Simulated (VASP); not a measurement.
Band structure of GaSb (zinc blende). These are revTPSS meta-GGA, VASP's PBE PAW potentials (set 64) (plane waves; VASP) values and carry that method's errors.

Unless said otherwise, spin-orbit coupling is left out, though it shifts the bands of the heavy elements here.

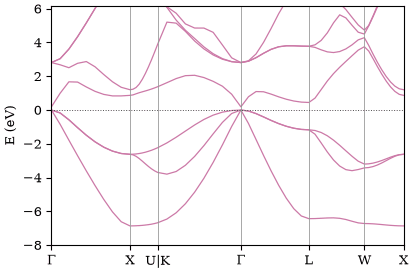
Bands along high-symmetry lines, zero at the valence-band maximum or, without a gap, the Fermi level

Task: Read the plot: is there a gap, and where are the band edges?

Result: The gap is direct, 0.19 eV, from the valence maximum at Γ to the conduction minimum at Γ.

The compound is GaSb in the zinc blende structure. It was relaxed first.
